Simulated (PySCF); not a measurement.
# H6O4SiSn ((OH)3Sn-O-SiH3): the cost of one run

Computed with PySCF 2.14.0 and routines of our own; the level stands in each step. Atoms count from 0.

## 1. The system as given

12 atoms, charge 0, multiplicity 1; geometry from: GFN2-xTB.

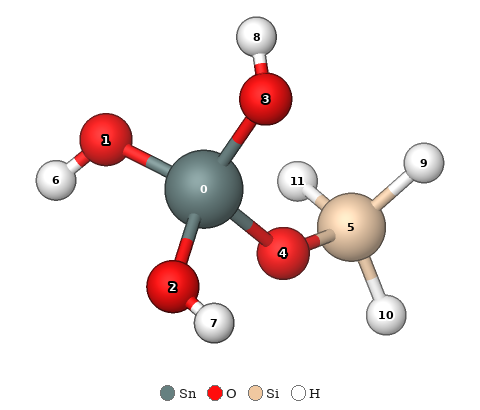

The starting geometry (tin teal, oxygen red, silicon light orange, hydrogen white); sticks join atoms by distance alone.

## 2. Geometry optimisation at PBE0-D3(BJ)/def2-SVP

Job settings and geometry (Å):

```
{"job": {"xc": "PBE0", "basis": "def2-SVP", "d3": "d3bj", "grid": 1, "maxiter": 30, "shake": 0.03, "kind": "geom"}, "charge": 0, "multiplicity": 1}
Sn     0.877090     0.562450     0.179950
O      2.250080    -0.569730     0.004530
O      1.168730     2.237590    -0.745510
O      0.621980     0.928050     1.993350
O     -0.755510    -0.048240    -0.685380
Si    -1.848510    -1.206800    -0.454900
H      2.711940    -0.580950    -0.852180
H      0.537100     2.862800    -0.847020
H      0.952620     0.301860     2.634650
H     -2.470020    -1.114750     0.898320
H     -2.774120    -0.939530    -1.519960
H     -1.155900    -2.515490    -0.554870
```

Launch:

```console
OMP_NUM_THREADS=1 python heavy_run.py task.json out
```

This one command runs all jobs of the session in turn.

Q: Estimate the wall time and peak memory of this first job on 1 thread of Arm Neoverse V2, shared host.

About 2.4 min, with a peak of 0.52 GiB.
